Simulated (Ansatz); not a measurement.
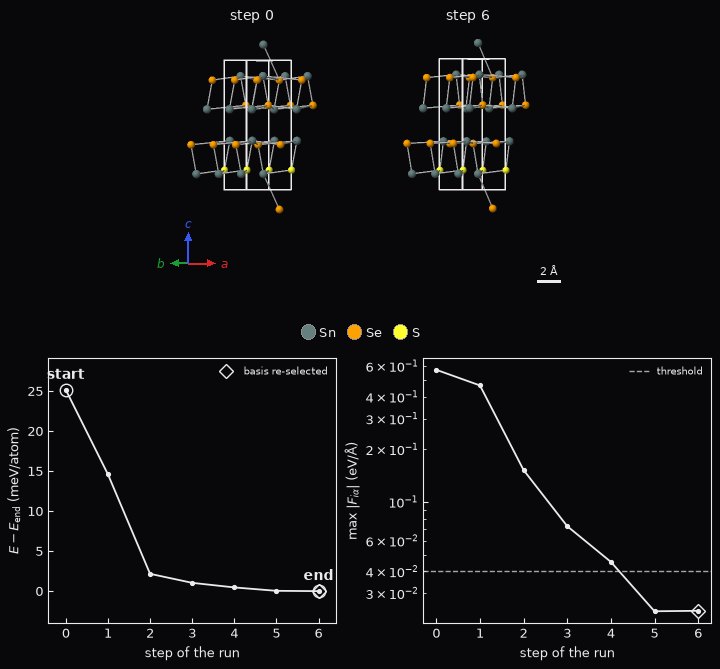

First and last geometry of a relaxation of crystalline Sn$_{4}$Se$_{3}$S (a generated structure, set up in Pm) (coarse preliminary run), with the history of the run. A ball-and-stick model of the cell of the calculation, seen from a free direction.

Level of theory: DFT PBE, scalar-relativistic, plane waves, PAW (Ansatz 0.2.0).

The input:
```yaml
crystal:
  lattice:
    - [4.65055678, 0.0, 0.0]
    - [0.0, 4.05964014, 0.0]
    - [0.0, 0.0, 11.68794191]
  atoms:
    - { symbol: Sn, position: [0.86953983, 0.5, 0.62163275] }
    - { symbol: Sn, position: [0.13046017, 0.0, 0.37836725] }
    - { symbol: Sn, position: [0.36953983, 0.0, 0.87836725] }
    - { symbol: Sn, position: [0.63046017, 0.5, 0.12163275] }
    - { symbol: Se, position: [0.51059681, 0.5, 0.34749746] }
    - { symbol: Se, position: [0.48940319, 0.0, 0.65250254] }
    - { symbol: Se, position: [0.98940319, 0.5, 0.84749746] }
    - { symbol: S, position: [0.01059681, 0.0, 0.15250254] }
basis:
  ecutwfc: 420
kpoints:
  mp_grid: { grid: [4, 4, 2] }
hamiltonian:
  xc: pbe
scf:
  occupations: { method: gaussian, width: 0.1 }
  lower_state_search: "off"
output:
  forces: true
  stress: true
  eigenvalues: true
relax:
  adjacent_minimum: "off"
  f_tol: 0.04
  max_steps: 70
  cell: { stress_tol: 0.4 }
```

Run as
```bash
ansatz run input.yaml --threads 4 --pin off --max-ram 8192MiB --backend cpu --events-out ev --progress --plain --runs-dir out
```

**Did the run converge, and what did it change?**

It converged. Sn2 moves most relative to the cell: 0.18 Å roughly along [−3 0 −1]. Largest moves by element: Sn 0.18 Å, Se 0.12 Å, S 0.04 Å. Cell: a 4.651 → 4.469 Å (−3.9 %), b 4.060 → 4.190 Å (+3.2 %), c 11.688 → 11.825 Å (+1.2 %). Volume +0.3 %. Some distances before and after: Sn2–Se5 3.544 → 3.334 Å, Sn1–Se6 3.544 → 3.353 Å, Sn4–Se7 3.613 → 3.487 Å, Sn1–Se6 (another image) 2.716 → 2.821 Å. Among the angles between lasting bonds that change: Sn1–Se7–Sn3 105.3° → 100.5°, Sn4–S8–Sn4 96.7° → 100.8°, S8–Sn4–S8 96.7° → 100.8°. The space group stays Pm (No. 6). After 5 accepted moves (6 points after the start) the energy has fallen by 25.1 meV per atom. The largest force component goes from 0.57 to 0.024 eV/Å. The pressure goes from 2.24 to 0.04 GPa. At 1 point the geometry stayed and the basis and grid were re-selected for the new cell (energy shift of less than 0.05 meV per atom at most each time). The run took 75 s on 4 threads of Intel(R) Xeon(R) Processor @ 2.50GHz (Skylake/Cascade Lake), on a shared host, peak memory 0.79 GiB.

```tsv
step	E − E(0), meV/atom	largest force component, eV/Å	pressure, GPa	volume, Å³/atom	note
0	0.00	0.5718	2.24	27.583	
1	-10.56	0.4653	-1.56	28.430	
2	-22.98	0.1524	-0.43	28.101	
3	-24.11	0.0727	0.08	27.786	
4	-24.68	0.0454	0.13	27.665	
5	-25.11	0.0237	0.04	27.677	
6	-25.15	0.0238	0.04	27.677	same geometry, new basis
```

Limits of the set-up: layers or molecules are held without a dispersion correction, so their spacing is unreliable.
